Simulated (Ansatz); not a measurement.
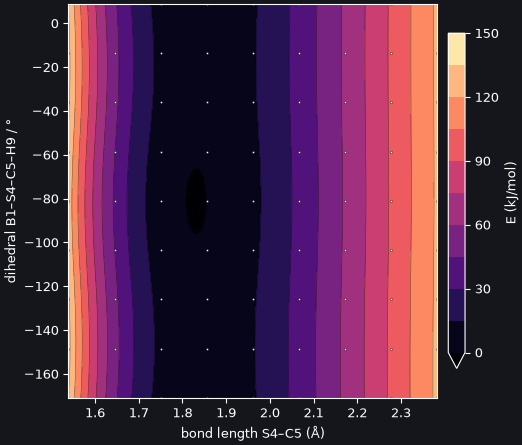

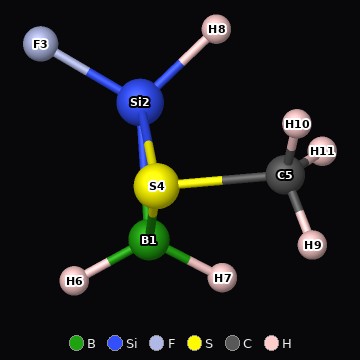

Energy landscape of CH6BFSSi. 
- Coordinates scanned: (1) bond length S4–C5; (2) dihedral B1–S4–C5–H9.
- Nothing is relaxed (all other coordinates rigid).
- The scan uses a 9 × 9 grid.
- Energies: kJ/mol, counted from the lowest grid point.
- Method: Ansatz 0.2.0, RKS PBE-D4/def2-SVP.

The picture shows filled contours, dots at the grid points. Between grid points the surface is interpolated. The second picture is the structure at the lowest point.

**Summarise what can be read from the map.**

The lowest grid point is at bond length S4–C5 = 1.856 Å, dihedral B1–S4–C5–H9 = −81.0°. The energy also falls towards the edge at bond length S4–C5 = 1.856 Å, dihedral B1–S4–C5–H9 = 9.0° (2.2 kJ/mol above the lowest) and bond length S4–C5 = 1.856 Å, dihedral B1–S4–C5–H9 = −171.0° (2.6 kJ/mol above the lowest), where a further well may lie outside the range. The highest grid point, bond length S4–C5 = 1.539 Å, dihedral B1–S4–C5–H9 = −148.5°, lies 139 kJ/mol above the lowest.

The values on the grid:

```tsv
dihedral B1–S4–C5–H9 ↓, bond length S4–C5 →	1.539	1.645	1.750	1.856	1.961	2.066	2.172	2.277	2.383
9.0	135	47	10	2	13	35	62	92	122
−13.5	139	50	11	3	14	35	62	92	122
−36.0	138	49	11	3	13	35	62	92	122
−58.5	132	45	8	1	12	34	62	92	122
−81.0	129	43	7	0	12	34	62	91	122
−103.5	132	45	8	1	12	34	62	92	122
−126.0	137	49	11	3	14	35	63	92	123
−148.5	139	50	12	4	14	36	63	92	123
−171.0	136	48	10	3	14	35	63	92	123
```

Each point was launched as `ansatz run input.yaml --threads 1 --pin off --max-ram 2560MiB --backend cpu --events-out ev --progress --plain --runs-dir out`. The whole map (81 points run) took 21 min on 1 thread of Arm Neoverse N1 (shared host).
